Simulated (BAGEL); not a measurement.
**One shape, several levels: GeH2OF2 (SMILES [OH][GeH]([F])[F])**

Aim: a comparison of 3 runs (HF/3-21G, HF/6-31G*, HF/def2-SVP) of GeH2OF2. 

The results are computed with BAGEL 1.2.2.

## 1. The molecule

GeH2OF2 has 6 atoms, charge 0, and is taken as a singlet. SMILES: `[OH][GeH]([F])[F]`. The O1–H5 distance was set to 1.730 Å, away from the relaxed value. At this shape a bond of the SMILES string is far longer than usual.

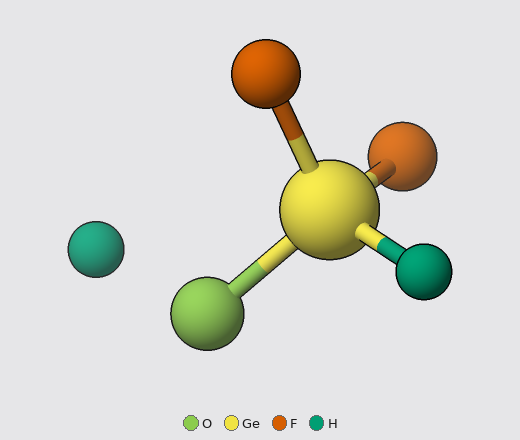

Viewed from a chosen angle; oxygen green, germanium yellow, fluorine orange, hydrogen teal.

## 2. A single-point energy at HF/3-21G (density fitting with qzvpp-jkfit) (run 1)

The input, calc.json:

```json
{ "bagel": [

{
  "title": "molecule",
  "basis": "3-21g",
  "df_basis": "qzvpp-jkfit",
  "angstrom": true,
  "geometry": [
    { "atom": "O", "xyz": [       0.321681,       1.337801,      -0.237017 ] },
    { "atom": "Ge", "xyz": [       0.311181,       0.186501,       1.069683 ] },
    { "atom": "F", "xyz": [       1.278081,      -1.170299,       0.641383 ] },
    { "atom": "F", "xyz": [      -1.267019,      -0.479299,       1.229283 ] },
    { "atom": "H", "xyz": [      -0.207700,       0.688000,      -1.751000 ] },
    { "atom": "H", "xyz": [       0.782081,       0.817201,       2.365783 ] }
  ]
},

{ "title": "hf" },

{ "title": "print", "file": "orbitals.molden", "orbitals": true }

]}
```

On the command line:

```sh
$ BAGEL_NUM_THREADS=1 BAGEL calc.json > calc.out
```

The program printed:

```text
* using 1 threads per process

  ===============================================================
  ===============================================================

  *** Geometry ***

  { "atom" : "O", "xyz" : [      0.607889,      2.528078,     -0.447897 ] },
  { "atom" : "Ge", "xyz" : [      0.588047,      0.352436,      2.021408 ] },
  { "atom" : "F", "xyz" : [      2.415223,     -2.211545,      1.212038 ] },
  { "atom" : "F", "xyz" : [     -2.394319,     -0.905744,      2.323008 ] },
  { "atom" : "H", "xyz" : [     -0.392496,      1.300132,     -3.308910 ] },
  { "atom" : "H", "xyz" : [      1.477919,      1.544286,      4.470682 ] },

  Number of auxiliary basis functions:      533

  Since a DF basis is specified, we compute 2- and 3-index integrals:
    o Being stored without compression. Storage requirement is 0.012 GB

  Number of basis functions:       53
  Number of electrons      :       60

    * METHOD: MOLECULE                             0.19

  *** RHF ***

  === Nuclear Repulsion ===
   325.3220277983

      * DIIS with orbital gradients will be used.

  === RHF iteration (3-21g) ===
      0      -2338.41143429          0.03626338           0.05
      1      -2338.57007761          0.02861759           0.05
      2      -2338.72949305          0.00394511           0.05
[... 11 lines of this table left out ...]
     14      -2338.73478840          0.00000001           0.05
    * SCF iteration converged.

    * Permanent dipole moment:
           (   -0.076177,    -0.412146,     0.147948) a.u.

    * METHOD: HF                                   0.90

    * METHOD: PRINT                                0.01

  ===============================================================
```

Run time: 1.2 s. Hardware: 1 thread of Arm Neoverse V2, shared host; peak memory 0.094 GiB.

## 3. A single-point energy at HF/6-31G(d) (density fitting with qzvpp-jkfit, spherical functions) (run 2)

The input, input.json:

```json
{ "bagel": [

{
  "title": "molecule",
  "basis": "6-31gs.json",
  "df_basis": "qzvpp-jkfit",
  "angstrom": true,
  "geometry": [
    { "atom": "O", "xyz": [       0.321681,       1.337801,      -0.237017 ] },
    { "atom": "Ge", "xyz": [       0.311181,       0.186501,       1.069683 ] },
    { "atom": "F", "xyz": [       1.278081,      -1.170299,       0.641383 ] },
    { "atom": "F", "xyz": [      -1.267019,      -0.479299,       1.229283 ] },
    { "atom": "H", "xyz": [      -0.207700,       0.688000,      -1.751000 ] },
    { "atom": "H", "xyz": [       0.782081,       0.817201,       2.365783 ] }
  ]
},

{ "title": "hf", "charge": 0 },

{ "title": "print", "file": "orbitals.molden", "orbitals": true }

]}
```

The basis set 6-31G* is read from a file made from the Basis Set Exchange's data (not shown).

On the command line:

```sh
$ BAGEL_NUM_THREADS=1 BAGEL input.json > input.out
```

The program printed:

```text
* using 1 threads per process

  ===============================================================
  ===============================================================

  *** Geometry ***

  { "atom" : "O", "xyz" : [      0.607889,      2.528078,     -0.447897 ] },
  { "atom" : "Ge", "xyz" : [      0.588047,      0.352436,      2.021408 ] },
  { "atom" : "F", "xyz" : [      2.415223,     -2.211545,      1.212038 ] },
  { "atom" : "F", "xyz" : [     -2.394319,     -0.905744,      2.323008 ] },
  { "atom" : "H", "xyz" : [     -0.392496,      1.300132,     -3.308910 ] },
  { "atom" : "H", "xyz" : [      1.477919,      1.544286,      4.470682 ] },

  Number of auxiliary basis functions:      533

  Since a DF basis is specified, we compute 2- and 3-index integrals:
    o Being stored without compression. Storage requirement is 0.026 GB

  Number of basis functions:       78
  Number of electrons      :       60

    * METHOD: MOLECULE                             0.26

  *** RHF ***

  === Nuclear Repulsion ===
   325.3220277983

      * DIIS with orbital gradients will be used.

  === RHF iteration (6-31gs.json) ===
      0      -2349.46951640          0.02904067           0.08
      1      -2349.61772239          0.02511887           0.08
      2      -2349.89284664          0.00319514           0.08
[... 13 lines of this table left out ...]
     16      -2349.89964847          0.00000001           0.08
    * SCF iteration converged.

    * Permanent dipole moment:
           (   -0.033380,    -0.379633,     0.294383) a.u.

    * METHOD: HF                                   1.58

    * METHOD: PRINT                                0.01

  ===============================================================
```

Run time: 2 s. Hardware: 1 thread of Arm Neoverse V2, shared host; peak memory 0.13 GiB.

## 4. A single-point energy at HF/def2-SVP (density fitting with qzvpp-jkfit) (run 3)

The input, hf.json:

```json
{ "bagel" : [

{
  "title" : "molecule",
  "basis" : "svp",
  "df_basis" : "qzvpp-jkfit",
  "angstrom" : true,
  "geometry" : [
    { "atom" : "O", "xyz" : [       0.321681,       1.337801,      -0.237017 ] },
    { "atom" : "Ge", "xyz" : [       0.311181,       0.186501,       1.069683 ] },
    { "atom" : "F", "xyz" : [       1.278081,      -1.170299,       0.641383 ] },
    { "atom" : "F", "xyz" : [      -1.267019,      -0.479299,       1.229283 ] },
    { "atom" : "H", "xyz" : [      -0.207700,       0.688000,      -1.751000 ] },
    { "atom" : "H", "xyz" : [       0.782081,       0.817201,       2.365783 ] }
  ]
},

{
  "title" : "hf"
},

{
  "title" : "print",
  "file" : "orbitals.molden",
  "orbitals" : true
}

]}
```

On the command line:

```sh
$ BAGEL_NUM_THREADS=1 BAGEL hf.json > hf.out
```

The program printed:

```text
* using 1 threads per process

  ===============================================================
  ===============================================================

  *** Geometry ***

  { "atom" : "O", "xyz" : [      0.607889,      2.528078,     -0.447897 ] },
  { "atom" : "Ge", "xyz" : [      0.588047,      0.352436,      2.021408 ] },
  { "atom" : "F", "xyz" : [      2.415223,     -2.211545,      1.212038 ] },
  { "atom" : "F", "xyz" : [     -2.394319,     -0.905744,      2.323008 ] },
  { "atom" : "H", "xyz" : [     -0.392496,      1.300132,     -3.308910 ] },
  { "atom" : "H", "xyz" : [      1.477919,      1.544286,      4.470682 ] },

  Number of auxiliary basis functions:      533

  Since a DF basis is specified, we compute 2- and 3-index integrals:
    o Being stored without compression. Storage requirement is 0.030 GB

  Number of basis functions:       84
  Number of electrons      :       60

    * METHOD: MOLECULE                             0.24

  *** RHF ***

  === Nuclear Repulsion ===
   325.3220277983

      * DIIS with orbital gradients will be used.

  === RHF iteration (svp) ===
      0      -2349.30504609          0.02620715           0.09
      1      -2349.45621291          0.02205915           0.09
      2      -2349.70375471          0.00280743           0.09
[... 13 lines of this table left out ...]
     16      -2349.70993404          0.00000001           0.08
    * SCF iteration converged.

    * Permanent dipole moment:
           (   -0.026923,    -0.406086,     0.352964) a.u.

    * METHOD: HF                                   1.70

    * METHOD: PRINT                                0.01

  ===============================================================
```

Wall time 2.1 s (1 thread of Arm Neoverse V2, shared host); peak memory 0.13 GiB.

## 5. All runs side by side

```csv
run,level,energy (Eh),dipole moment (D),HOMO energy (eV),LUMO energy (eV),wall time
1,HF/3-21G (density fitting with qzvpp-jkfit),-2338.734788,1.13,-12.89,0.14,1.2 s
2,"HF/6-31G* (density fitting with qzvpp-jkfit, spherical functions)",-2349.899648,1.22,-13.24,-0.45,2 s
3,HF/def2-SVP (density fitting with qzvpp-jkfit),-2349.709934,1.37,-13.36,-0.62,2.1 s
```

## 6. What came out

| quantity | value |
| --- | --- |
| run 3: total energy | -2349.70993 Eh |
| run 3: dipole moment | 1.37 D |
| run 3: HOMO energy | -13.36 eV |
| run 3: LUMO energy | -0.62 eV |
| run 3: HOMO–LUMO gap | 12.73 eV |

In words: The dipole moment (its size) runs from 1.13 D (HF/3-21G) to 1.37 D (HF/def2-SVP). The HOMO–LUMO gap runs from 12.73 eV (HF/def2-SVP) to 13.04 eV (HF/3-21G). In runs 1, 2, 3 a closed-shell determinant meets a far-stretched bond, which it describes badly. All runs together took 5.4 s, the longest 2.1 s.
